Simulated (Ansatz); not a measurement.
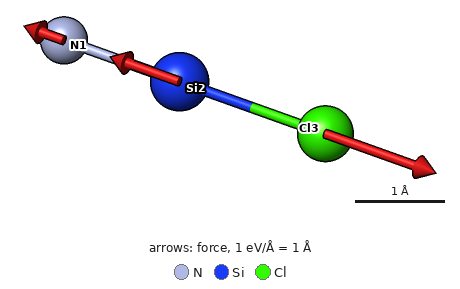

Starting geometry of SiNCl with the computed forces as red arrows. A ball-and-stick model, seen at a tilt.

The run prepares the start of a later molecular dynamics calculation, from a guessed geometry.

The calculation used RKS PBE0/def2-SVP (Ansatz 0.2.0).

Input
```yaml
crystal:
  periodic: [false, false, false]
  atoms:
    - { symbol: "N", position_ang: [1.17273, 0.9606, 0.74944] }
    - { symbol: Si, position_ang: [0.09407, 0.07676, 0.06009] }
    - { symbol: Cl, position_ang: [-1.2668, -1.03736, -0.80953] }
basis:
  gaussian: { orbitals: def2-SVP }
hamiltonian:
  xc: pbe0
relax:
  f_tol: 0.02
  max_steps: 40
output:
  orbitals: {}
```

Launched with:
```bash
ansatz run input.yaml --threads 1 --pin off --max-ram 2048MiB --backend cpu --events-out ev --progress --plain --runs-dir out
```

Is this structure relaxed? If not, where do the atoms go?

Answer. It isn't relaxed: the largest force vector, on Cl3, is 1.50 eV/Å. The atoms end up moving mostly along the starting forces (cosine between the two patterns 0.96). The atom that moves furthest after the best rigid fit is Cl3 (0.046 Å). Largest moves by element: Cl 0.046 Å, N 0.028 Å, Si 0.018 Å. Near-neighbour distances that change, for instance: Si2–Cl3 1.962 → 2.026 Å, N1–Si2 1.556 → 1.566 Å. After 3 geometry steps the energy has fallen by 4.64 kJ/mol. Largest force component: 1 eV/Å at the start, 0.00062 eV/Å at the end. The run took 5.1 s on 1 thread of Arm Neoverse V1 (shared host), peak memory 0.1 GiB.
